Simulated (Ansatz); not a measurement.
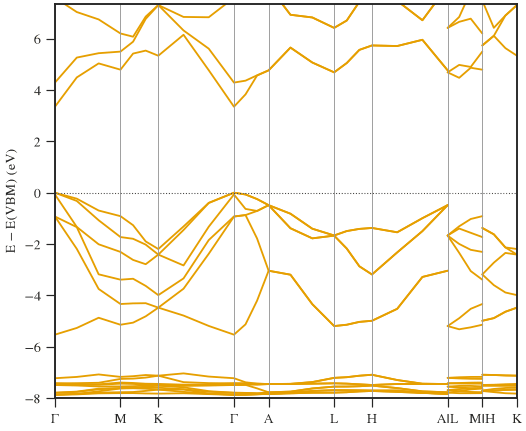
Fig. 1. Band structure from HSE06 in the plane-wave PAW code Ansatz

Problem. Read off the gap and where the band edges lie.

Solution. About 3.3 eV (3.35 eV among the points solved); maximum at Γ, minimum at Γ.

Problem. Which compound is it?
(A) ZnS, wurtzite
(B) CdTe, wurtzite
(C) ZnO, wurtzite

Solution. A, ZnS, wurtzite

Space group P6_3mc (wurtzite). Symmetry was held in the HSE06 relaxation. The hybrid was solved on a coarse mesh, the path and, where they were found, the r²SCAN edge points; its band edges are the extreme levels among these.

Potentials: the earlier of the program's two PAW sets. The files were generated under PBE; for other functionals the program regenerates the frozen cores, and for LDA and PBEsol the local potential too.
